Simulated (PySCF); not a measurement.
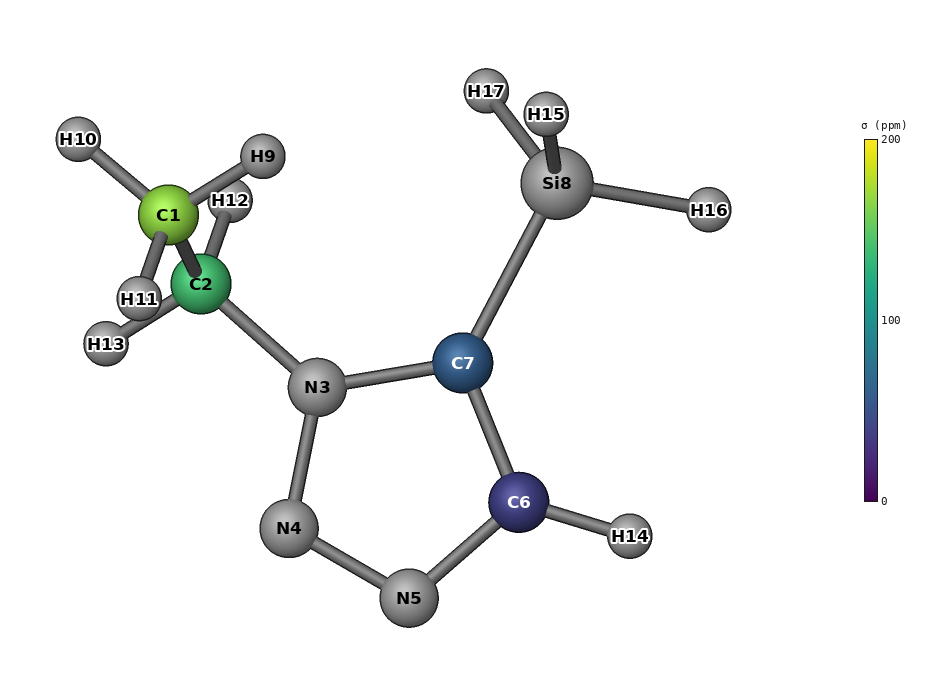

Atoms are coloured by their isotropic NMR shieldings (C only, the others grey). Computed geometry: GFN2-xTB optimisation. No frequency run is at hand to confirm it as a minimum. Level of theory: GIAO PBE0/pcSseg-1 NMR shielding, non-relativistic, gas phase (PySCF 2.14.0).

List the isotropic NMR shieldings of the C atoms.

```json
{"atom": "C1", "σ (ppm)": "167.0"}
{"atom": "C2", "σ (ppm)": "140.3"}
{"atom": "C6", "σ (ppm)": "38.4"}
{"atom": "C7", "σ (ppm)": "59.9"}
```

The geometry is semi-empirical. Around Si such bond lengths and angles can be off by a tenth of an ångström or more and by several degrees, and values that hang on the shape move with them.
